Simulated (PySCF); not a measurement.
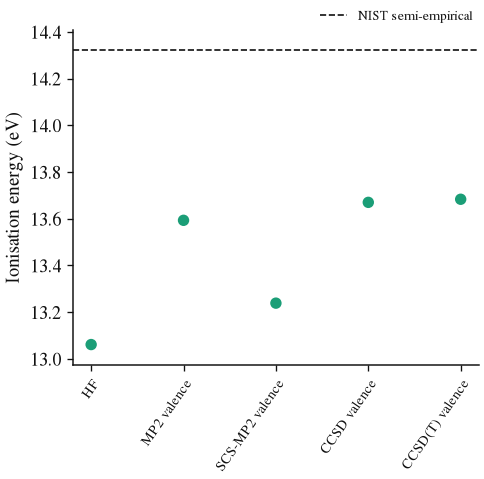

The ionisation energy of Nb⁺ ([Kr] 4d⁴ → [Kr] 4d³) across levels of theory. PySCF, def2-TZVPPD with a 28-electron core potential, unrestricted single determinants, no spin-orbit coupling. Methods marked “valence” freeze 8 core electrons.

Question: How do the methods compare?

Answer: The values run from 13.061 eV (HF) to 13.683 eV (CCSD(T) valence). The NIST semi-empirical value is 14.320 eV; nearest to it come CCSD(T) valence (−0.637) and CCSD valence (−0.650), furthest HF (−1.259 eV).

| Method | Ionisation energy (eV) |
| --- | --- |
| HF | 13.061 |
| MP2 valence | 13.593 |
| SCS-MP2 valence | 13.238 |
| CCSD valence | 13.670 |
| CCSD(T) valence | 13.683 |

Limits of the model: spin-orbit shift not estimated.
